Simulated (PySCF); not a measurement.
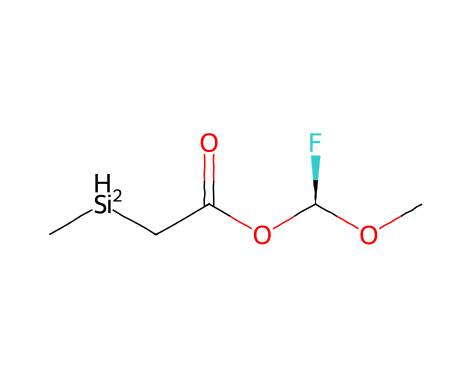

Computed geometry: GFN2-xTB optimisation. No frequency run is at hand to confirm it as a minimum. Level of theory: PBE0/pcSseg-1, gas phase (PySCF 2.14.0).

Predict the main results.

The species is C₅H₁₁FO₃Si (`CO[C@H](F)OC(=O)C[SiH2]C`).
- dipole moment: 1.29 D
- HOMO energy (Kohn–Sham orbital): −8.26 eV
- LUMO energy (Kohn–Sham orbital): −0.18 eV
- HOMO–LUMO gap: 8.09 eV

The geometry is semi-empirical. Around Si such bond lengths and angles can be off by a tenth of an ångström or more and by several degrees, and values that hang on the shape move with them.
